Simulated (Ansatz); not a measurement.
# YHg2: response to strain

Aim: deform YHg2 (equal xx and yy strain of -2 %) and compute stress, forces and field gradients with LAPW, PAW and all-electron datasets made for the crystal.

Method: DFT PBEsol, scalar-relativistic, in Ansatz 0.2.0.

## 1. The structure to begin with

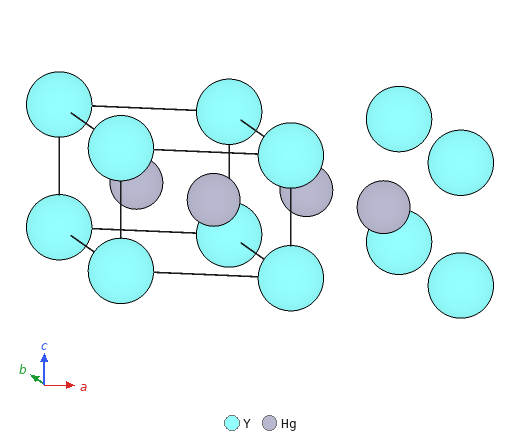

The starting structure, seen slightly off an axis (yttrium teal, mercury light grey). 2×1×1 cells are drawn. Atoms on the faces are drawn again on the opposite ones.

Structure file:

```
Y Hg
1.0
     4.77100    0.00000    0.00000
    -2.38550    4.13181    0.00000
     0.00000    0.00000    3.53600
Y Hg
1 2
Direct
  0.00000 0.00000 0.00000
  0.33333 0.66667 0.50000
  0.66667 0.33333 0.50000
```

Atoms are numbered in the order of the input: Y1, Hg2, Hg3.

## 2. The deformed structure

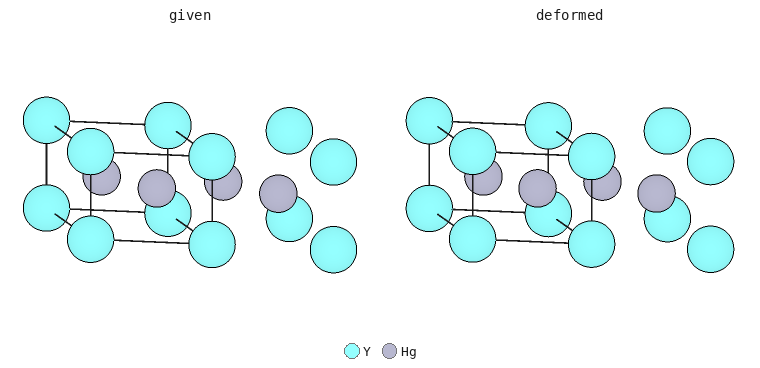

Given and deformed, at one scale.

Space group P6/mmm before, P6/mmm after.

## 3. LAPW, all electrons

Input file input.yaml:

```yaml
crystal:
  lattice:
    - [4.6755811876, 0.0, 0.0]
    - [-2.3377905938, 4.0491720859, 0.0]
    - [0.0, 0.0, 3.536]
  atoms:
    - { symbol: "Y", position: [0.0, 0.0, 0.0] }
    - { symbol: Hg, position: [0.3333333333, 0.6666666667, 0.5] }
    - { symbol: Hg, position: [0.6666666667, 0.3333333333, 0.5] }
kpoints:
  mp_grid: { grid: [10, 10, 12] }
  band_path:
    path:
      - [0.0, 0.0, 0.0]
      - [0.5, 0.0, 0.0]
      - [0.3333333333, 0.3333333333, 0.0]
      - [0.0, 0.0, 0.0]
      - [0.0, 0.0, 0.5]
      - [0.5, 0.0, 0.5]
      - [0.3333333333, 0.3333333333, 0.5]
      - [0.0, 0.0, 0.5]
      - [0.5, 0.0, 0.5]
    npoints: 5
scf:
  occupations: { method: fermi_dirac, width: 0.03 }
hamiltonian:
  xc: pbesol
  pseudopotentials: { kind: all_electron, lapw: { basis_error: 0.001 } }
output:
  forces: true
  stress: true
  eigenvalues: true
```

Launch:

```
$ ansatz run input.yaml --threads 1 --pin off --max-ram 4096MiB --backend cpu --events-out ev --progress --plain --runs-dir out
```

Standard output (excerpt; [...] marks lines left out):

```text
LAPW: plane waves up to 8.725 Å⁻¹, error target 1.0e-3 eV per atom; small_component_spin mean_spin; Y in spheres of 1.350 Å, 29 of its electrons in bands, Dirac shells []; Hg in spheres of 1.350 Å, 44 of its electrons in bands, Dirac shells []
[...]
Pseudopotentials: kind: all_electron
Pseudopotential: Y, LAPW, valence charge 29, Koelling and Harmon's equation, gaussian nucleus
Pseudopotential: Hg, LAPW, valence charge 44, Koelling and Harmon's equation, gaussian nucleus
Functional definition: PBEsol
[...]
Crystal: 3 atoms, lattice volume = 66.944 Å³
Basis set: ecut = 290.0298780975454 eV, 741 PW (Γ), exchange–correlation at level 2
Bands: 71, of which v1, the nominal top of the filled ones, is band 59 counted from 1 (58 counted from 0)
Symmetry: 24 space group operations
Space group: P6/mmm (ITA 191), of the structure as read, at distance tolerance 4.1e-5 Å
k-points: 98 of 1200
[...]
SCF iter   1: F=—  HF=-1159436.957708 eV  |F-HF|=—  |Δ(HF+E_count)|=         —  Δρ=3.05e-2  dr2=1.08e0  ethr=9.18e-4  ⟨swp⟩=2.1  Hψ=41885  notcnv=0
[...]
SCF iter   8: F=-1159436.154492 eV  HF=-1159436.154492 eV  |F-HF|=1.82e-8  |Δ(HF+E_count)|=   9.55e-9  Δρ=3.49e-6  dr2=1.39e-8  ethr=1.08e-10  ⟨swp⟩=2.1  Hψ=20273  notcnv=0
[...]
NSCF: frozen V_eff on 41 k-points
SCF converged after 8 iterations
Free energy (F): -1159436.154492 eV
[...]
E sigma→0 (E₀):  -1159436.151365 eV
Entropy (-TS):   -0.006255 eV (-2.085 meV/atom)
Fermi energy:    18.809196 eV
[...]
--- Forces (eV/Å), atoms counted from 1 ---
  atom   1  Y     -0.00000000    -0.00000000     0.00000000
  atom   2  Hg    -0.00000000    -0.00000000    -0.00000000
  atom   3  Hg     0.00000000     0.00000000     0.00000000
[...]
--- Stress (GPa, compression-positive) ---
        7.099796      -0.000000      -0.000000
       -0.000000       7.099796       0.000000
       -0.000000       0.000000       0.261072
  P = ⅓ Tr σ = 4.8202 GPa (48.202 kbar)
--- Band table (eV; the first three rows and the last of 98) ---
[...]
```

Wall time 2.3 min (1 thread of Arm Neoverse V1, shared host); peak memory 0.94 GiB.

Read from it: pressure 4.82 GPa; no gap.

## 4. PAW with frozen cores

Input file input.yaml:

```yaml
crystal:
  lattice:
    - [4.6755811876, 0.0, 0.0]
    - [-2.3377905938, 4.0491720859, 0.0]
    - [0.0, 0.0, 3.536]
  atoms:
    - { symbol: "Y", position: [0.0, 0.0, 0.0] }
    - { symbol: Hg, position: [0.3333333333, 0.6666666667, 0.5] }
    - { symbol: Hg, position: [0.6666666667, 0.3333333333, 0.5] }
kpoints:
  mp_grid: { grid: [10, 10, 12] }
scf:
  occupations: { method: fermi_dirac, width: 0.03 }
hamiltonian:
  xc: pbesol
  pseudopotentials: { kind: paw }
output:
  forces: true
  stress: true
  eigenvalues: true
  efg: { contact_densities: true }
```

Launch:

```
$ ansatz run input.yaml --threads 1 --pin off --max-ram 4096MiB --backend cpu --events-out ev --progress --plain --runs-dir out
```

Standard output (excerpt; [...] marks lines left out):

```text
Y, Hg: output.efg is read without spin–orbit coupling, which moves field gradients at and beside such atoms by some per cent and up to a factor of two; PAW files take it under magnetization.noncollinear and magnetization.spin_orbit
[...]
Pseudopotentials: kind: paw
Pseudopotential: Y, paw, valence charge 11, recommended cutoff 420 eV (normal)
Pseudopotential: Hg, paw, valence charge 20, recommended cutoff 420 eV (normal)
Functional definition: PBEsol
[...]
Crystal: 3 atoms, lattice volume = 66.944 Å³
Basis set: ecut = 420 eV, 1289 PW (Γ), exchange–correlation on 64×64×48 points (8 copies of the dense FFT grid, shifted against one another)
Bands: 31, of which v1, the nominal top of the filled ones, is band 26 counted from 1 (25 counted from 0)
Symmetry: 24 space group operations
Space group: P6/mmm (ITA 191), of the structure as read, at distance tolerance 4.1e-5 Å
k-points: 98 of 1200
[...]
  atom   1  Y      0.00000000     0.00000000     0.00000000
  atom   2  Hg     0.00000000    -0.00000000    -0.00000000
  atom   3  Hg    -0.00000000     0.00000000     0.00000000
[...]
--- Stress (GPa, compression-positive) ---
        7.089323      -0.000000      -0.000000
       -0.000000       7.089323       0.000000
       -0.000000       0.000000       0.260690
  P = ⅓ Tr σ = 4.8131 GPa (48.131 kbar)
--- PAW observables at the nuclei: V_zz in 10²¹ V/m², potentials from the cell's mean, atoms counted from 1 ---
  atom   1  Y  V_zz =    -1.276174   η = 0.0000   by run symmetry: allowed
            electrostatic potential = -5721.967538 V   contact ρ = 443148.619695 e/Å³
  atom   2  Hg V_zz =   +34.299077   η = 0.0000   by run symmetry: allowed
            electrostatic potential = -16795.972307 V   contact ρ = 14111762.040174 e/Å³
  atom   3  Hg V_zz =   +34.299077   η = 0.0000   by run symmetry: allowed
            electrostatic potential = -16795.972307 V   contact ρ = 14111762.040174 e/Å³
--- Band table (eV; the first three rows and the last of 98) ---
[...]
```

Run time: 12 s. Hardware: 1 thread of Arm Neoverse V1, shared host; peak memory 0.48 GiB.

Read from it: pressure 4.81 GPa; no gap; Vzz Y1 -1.28 (η = 0.00), Hg2 34.3 (η = 0.00) (10²¹ V/m²).

## 5. Datasets made for this crystal

input.yaml: that of step 4 with these lines changed.

```diff
@@ -15,3 +15,3 @@
   xc: pbesol
-  pseudopotentials: { kind: paw }
+  pseudopotentials: { kind: all_electron, datasets: crystal }
 output:
```

Launch:

```
$ ansatz run input.yaml --threads 1 --pin off --max-ram 4096MiB --backend cpu --events-out ev --progress --plain --runs-dir out
```

Standard output (excerpt; [...] marks lines left out):

```text
[...]
band count auto-derived: 23 (N_el = 35.0; filled up to band 18; 22 by the electrons, moments and atoms)
Y, Hg: output.efg is read without spin–orbit coupling, which moves field gradients at and beside such atoms by some per cent and up to a factor of two; PAW files take it under magnetization.noncollinear and magnetization.spin_orbit
[...]
Pseudopotentials: kind: all_electron
Pseudopotential: Y, paw, valence charge 11, recommended cutoff 280 eV (normal), Koelling and Harmon's equation, gaussian nucleus
Pseudopotential: Hg, paw, valence charge 12, recommended cutoff 280 eV (normal), Koelling and Harmon's equation, gaussian nucleus
Functional definition: PBEsol
[...]
Crystal: 3 atoms, lattice volume = 66.944 Å³
Basis set: ecut = 280 eV, 705 PW (Γ), exchange–correlation on 54×54×40 points (8 copies of the dense FFT grid, shifted against one another)
[...]
        7.106623      -0.000000      -0.000000
       -0.000000       7.106623       0.000000
       -0.000000       0.000000       0.259443
  P = ⅓ Tr σ = 4.8242 GPa (48.242 kbar)
--- PAW observables at the nuclei: V_zz in 10²¹ V/m², potentials from the cell's mean, atoms counted from 1 ---
  atom   1  Y  V_zz =    -1.240861   η = 0.0000   by run symmetry: allowed
            electrostatic potential = -5720.060521 V   contact ρ = 443213.449513 e/Å³
  atom   2  Hg V_zz =   +33.992699   η = 0.0000   by run symmetry: allowed
            electrostatic potential = -16792.880468 V   contact ρ = 14102788.380900 e/Å³
  atom   3  Hg V_zz =   +33.992699   η = 0.0000   by run symmetry: allowed
            electrostatic potential = -16792.880468 V   contact ρ = 14102788.380900 e/Å³
--- Band table (eV; the first three rows and the last of 98) ---
  k-point 0: bands = ["-24.2193", "-4.2426", "-4.2426", "-4.0898", "9.1835", "10.5114", "10.7934", "10.7934", "10.9869", "10.9869", "11.2044", "11.2044", "11.5368", "11.9401", "11.9401", "17.9853", "17.9853", "18.7703", "19.8958", "22.1051"]
[...]
```

Wall time 27 s (1 thread of Arm Neoverse V1, shared host); peak memory 0.69 GiB.

In short: pressure 4.82 GPa; no gap; Vzz Y1 -1.24 (η = 0.00), Hg2 34.0 (η = 0.00) (10²¹ V/m²).

## 6. Side by side

Stress (GPa, compression positive):

```
          method    xx    yy    zz    yz    xz    xy
            LAPW  7.10  7.10  0.26  0.00  0.00  0.00
             PAW  7.09  7.09  0.26  0.00  0.00  0.00
crystal datasets  7.11  7.11  0.26  0.00  0.00  0.00
```

| method | pressure (GPa) | Vzz Y1 (10²¹ V/m²) | Vzz Hg2 (10²¹ V/m²) | SCF cycles, by the record's count |
| --- | --- | --- | --- | --- |
| LAPW | 4.82 | – | – | 8 |
| PAW | 4.81 | -1.28 | 34.30 | 6 |
| crystal datasets | 4.82 | -1.24 | 33.99 | 9 |

## 7. Summary of results

```
                                 quantity                                           value
                                 pressure  LAPW 4.82, PAW 4.81, crystal datasets 4.82 GPa
largest shear or deviatoric stress (LAPW)                                        4.56 GPa
```

What this shows: The largest part of the stress beyond the pressure is 4.56 GPa in size, in the zz component; the atoms are carried along and not relaxed. No run of the undeformed cell stands beside it, so pressure and stress hold what the given cell had before the change, as far as its symmetry allows. PAW: stress within 0.02 GPa of LAPW. Crystal datasets: stress within 0.01 GPa of LAPW. Spin-orbit coupling is left out, though the cell holds Hg; in elements this heavy it can shift bands and gaps by tenths of an eV.
